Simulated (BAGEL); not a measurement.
**CH5AlNO− (SMILES O=C[NH][AlH3-]) at PBE0/6-31G(d) (density fitting with qzvpp-jkfit, spherical functions)**

Aim: the energy change on altering one bond length of CH5AlNO− at PBE0/6-31G* (density fitting with qzvpp-jkfit, spherical functions), from 2 runs. 

The calculation is run with BAGEL 1.2.2.

1 further run of the same task is left out (set aside as unsound or not needed). Runs told in other sessions of the task aren't counted.

### 1 The structure to begin with

CH5AlNO− has 9 atoms, charge -1, and is taken as a singlet. As SMILES, `O=C[NH][AlH3-]`. Geometry: a GFN2-xTB relaxation, a rough one for these elements and not checked as a minimum. This is one conformer, not always the lowest.

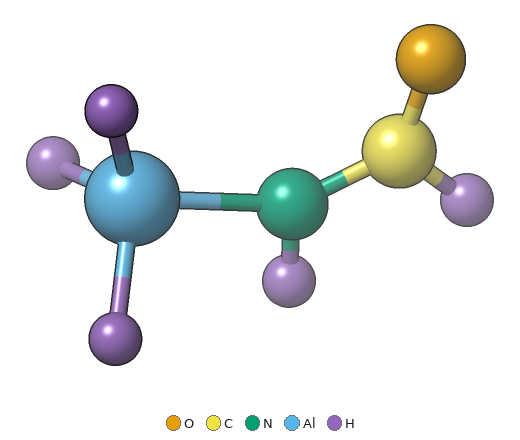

The structure, seen from a chosen angle (oxygen amber, carbon yellow, nitrogen teal, aluminium blue, hydrogen purple).

### 2 The energy at PBE0/6-31G(d) (density fitting with qzvpp-jkfit, spherical functions)

job.json

```json
{ "bagel": [

{
  "title": "molecule",
  "basis": "6-31gs.json",
  "df_basis": "qzvpp-jkfit",
  "angstrom": "true",
  "geometry": [
    { "atom": "O", "xyz": [    0.917980,    1.268080,   -1.884900 ] },
    { "atom": "C", "xyz": [    1.221340,    0.871040,   -0.776610 ] },
    { "atom": "N", "xyz": [    0.475870,    0.176220,    0.072130 ] },
    { "atom": "Al", "xyz": [   -1.191590,   -0.679910,    0.390200 ] },
    { "atom": "H", "xyz": [    2.258990,    1.106460,   -0.387080 ] },
    { "atom": "H", "xyz": [    0.964630,   -0.027740,    0.941430 ] },
    { "atom": "H", "xyz": [   -0.834970,   -2.245980,    0.298850 ] },
    { "atom": "H", "xyz": [   -2.375620,   -0.252210,   -0.574960 ] },
    { "atom": "H", "xyz": [   -1.436640,   -0.215970,    1.920940 ] }
  ]
},
{
  "title": "ks",
  "xc_func": "pbe0",
  "charge": -1
},
{
  "title": "print",
  "file": "orbitals.molden",
  "orbitals": "true"
}

]}
```

The basis set 6-31G* is read from a file made from the Basis Set Exchange's data (not shown).

Run with:

```
$ BAGEL_NUM_THREADS=1 BAGEL job.json > job.out
```

The program printed:

```text
* using 1 threads per process

  ===============================================================
  ===============================================================

  *** Geometry ***

  { "atom" : "O", "xyz" : [      1.734731,      2.396324,     -3.561945 ] },
  { "atom" : "C", "xyz" : [      2.307998,      1.646027,     -1.467580 ] },
  { "atom" : "N", "xyz" : [      0.899264,      0.333008,      0.136306 ] },
  { "atom" : "Al", "xyz" : [     -2.251779,     -1.284844,      0.737371 ] },
  { "atom" : "H", "xyz" : [      4.268872,      2.090906,     -0.731475 ] },
  { "atom" : "H", "xyz" : [      1.822887,     -0.052421,      1.779045 ] },
  { "atom" : "H", "xyz" : [     -1.577865,     -4.244287,      0.564745 ] },
  { "atom" : "H", "xyz" : [     -4.489271,     -0.476608,     -1.086517 ] },
  { "atom" : "H", "xyz" : [     -2.714856,     -0.408124,      3.630051 ] },

  Number of auxiliary basis functions:      447

  Since a DF basis is specified, we compute 2- and 3-index integrals:
    o Being stored without compression. Storage requirement is 0.018 GB

  Number of basis functions:       70
  Number of electrons      :       39

    * METHOD: MOLECULE                             0.19

  *** Kohn-Sham DFT ***

    * Removing 15819 points whose weight is below 1.00e-10
    * Grid points: 118335

  === Nuclear Repulsion ===
   146.2737209290

       - DIIS with orbital gradients will be used.

  === KS iteration (pbe0 / 6-31gs.json) ===
      0       -377.16161096          0.14968153           0.27
      1       -343.46505962          0.10511371           0.26
      2       -266.17779179          0.22412660           0.26
      3       -387.09436216          0.14956278           0.26
      4       -354.07141843          0.17795676           0.26
      5       -388.84903224          0.17800083           0.26
      6       -376.16924987          0.16659696           0.26
      7       -340.29338482          0.11917831           0.26
      8       -395.14519513          0.12896091           0.26
      9       -394.68802494          0.13301803           0.26
     10       -395.84580440          0.12599997           0.26
     11       -395.35272156          0.12880629           0.26
     12       -397.53403399          0.12086179           0.26
     13       -344.82582561          0.16755843           0.26
     14       -412.93535301          0.02719985           0.26
     15       -412.47013055          0.04906512           0.27
     16       -413.22593303          0.00807576           0.27
     17       -413.24741089          0.00401428           0.28
     18       -413.25221949          0.00081980           0.28
     19       -413.25251714          0.00011342           0.28
     20       -413.25252348          0.00002183           0.28
     21       -413.25252367          0.00000647           0.28
     22       -413.25252368          0.00000385           0.27
     23       -413.25252368          0.00000282           0.27
     24       -413.25252369          0.00000033           0.27
     25       -413.25252369          0.00000009           0.28
     26       -413.25252369          0.00000002           0.28
     27       -413.25252369          0.00000000           0.28
    * SCF iteration converged.

    * Permanent dipole moment:
           (   -1.539966,    -0.494424,    -0.334441) a.u.

    * METHOD: KS                                   8.12

    * METHOD: PRINT                                0.01

  ===============================================================
```

Wall time 8.7 s (1 thread of Arm Neoverse V1, shared host); peak memory 0.4 GiB.

### 3 The distorted shape, same level

calc.json

```json
{ "bagel": [

{
  "title": "molecule",
  "basis": "6-31gs.json",
  "df_basis": "qzvpp-jkfit",
  "angstrom": "true",
  "geometry": [
    { "atom": "O", "xyz": [       0.826981,       1.387180,      -2.217354 ] },
    { "atom": "C", "xyz": [       1.221340,       0.871040,      -0.776610 ] },
    { "atom": "N", "xyz": [       0.475870,       0.176220,       0.072130 ] },
    { "atom": "Al", "xyz": [      -1.191590,      -0.679910,       0.390200 ] },
    { "atom": "H", "xyz": [       2.258990,       1.106460,      -0.387080 ] },
    { "atom": "H", "xyz": [       0.964630,      -0.027740,       0.941430 ] },
    { "atom": "H", "xyz": [      -0.834970,      -2.245980,       0.298850 ] },
    { "atom": "H", "xyz": [      -2.375620,      -0.252210,      -0.574960 ] },
    { "atom": "H", "xyz": [      -1.436640,      -0.215970,       1.920940 ] }
  ]
},

{ "title": "ks", "xc_func": "pbe0", "charge": -1 },

{ "title": "print", "file": "orbitals.molden", "orbitals": "true" }

]}
```

The basis set 6-31G* is read from a file made from the Basis Set Exchange's data (not shown).

Run with:

```
$ BAGEL_NUM_THREADS=1 BAGEL calc.json > calc.out
```

The program printed:

```text
* using 1 threads per process

  ===============================================================
  ===============================================================

  *** Geometry ***

  { "atom" : "O", "xyz" : [      1.562768,      2.621390,     -4.190192 ] },
  { "atom" : "C", "xyz" : [      2.307998,      1.646027,     -1.467580 ] },
  { "atom" : "N", "xyz" : [      0.899264,      0.333008,      0.136306 ] },
  { "atom" : "Al", "xyz" : [     -2.251779,     -1.284844,      0.737371 ] },
  { "atom" : "H", "xyz" : [      4.268872,      2.090906,     -0.731475 ] },
  { "atom" : "H", "xyz" : [      1.822887,     -0.052421,      1.779045 ] },
  { "atom" : "H", "xyz" : [     -1.577865,     -4.244287,      0.564745 ] },
  { "atom" : "H", "xyz" : [     -4.489271,     -0.476608,     -1.086517 ] },
  { "atom" : "H", "xyz" : [     -2.714856,     -0.408124,      3.630051 ] },

  Number of auxiliary basis functions:      447

  Since a DF basis is specified, we compute 2- and 3-index integrals:
    o Being stored without compression. Storage requirement is 0.018 GB

  Number of basis functions:       70
  Number of electrons      :       39

    * METHOD: MOLECULE                             0.19

  *** Kohn-Sham DFT ***

    * Removing 15324 points whose weight is below 1.00e-10
    * Grid points: 118830

  === Nuclear Repulsion ===
   138.3847476968

       - DIIS with orbital gradients will be used.

  === KS iteration (pbe0 / 6-31gs.json) ===
      0       -384.20344812          0.13645721           0.31
      1       -358.17538873          0.11468769           0.29
      2       -273.55412208          0.20562304           0.29
      3       -393.63471867          0.13274836           0.29
      4       -397.50216139          0.11757044           0.29
      5       -396.77899693          0.12421911           0.29
      6       -396.88255213          0.12444099           0.29
      7       -357.17817019          0.18802382           0.29
      8       -407.88190012          0.10235902           0.29
      9       -408.52005107          0.07903009           0.29
     10       -411.98862092          0.05230327           0.30
     11       -412.99251202          0.02197884           0.29
     12       -413.09041017          0.01344276           0.29
     13       -413.14663458          0.00655333           0.29
     14       -413.16079834          0.00314798           0.29
     15       -413.16505424          0.00082264           0.28
     16       -413.16534679          0.00017152           0.28
     17       -413.16535526          0.00006502           0.29
     18       -413.16535683          0.00001546           0.28
     19       -413.16535683          0.00001587           0.28
     20       -413.16535691          0.00000164           0.28
     21       -413.16535692          0.00000027           0.28
     22       -413.16535692          0.00000008           0.29
     23       -413.16535692          0.00000004           0.28
     24       -413.16535692          0.00000001           0.28
     25       -413.16535692          0.00000000           0.29
    * SCF iteration converged.

    * Permanent dipole moment:
           (   -1.492381,    -0.148103,    -1.020073) a.u.

    * METHOD: KS                                   8.10

    * METHOD: PRINT                                0.01

  ===============================================================
```

Run time: 8.7 s. Hardware: 1 thread of Arm Neoverse V1, shared host; peak memory 0.4 GiB.

### 4 Summary of results

At PBE0/6-31G* (density fitting with qzvpp-jkfit, spherical functions):

| quantity | value |
| --- | --- |
| first shape: total energy | -413.25252 Eh |
| first shape: HOMO energy | -2.05 eV |
| first shape: LUMO energy | 5.46 eV |
| first shape: HOMO–LUMO gap (to an unbound level, set by the basis) | 7.52 eV |
| distorted shape: total energy | -413.16536 Eh |
| distorted shape: HOMO energy | -1.54 eV |
| distorted shape: LUMO energy | 4.24 eV |
| distorted shape: HOMO–LUMO gap (to an unbound level, set by the basis) | 5.78 eV |
| energy change with the O1–C2 bond stretched from 1.216 to 1.580 Å | 2.372 eV |

In words: With the O1–C2 bond stretched from 1.216 to 1.580 Å the energy rises by 2.37 eV (229 kJ/mol). The first shape isn't relaxed at this level, so the change isn't measured from a minimum.
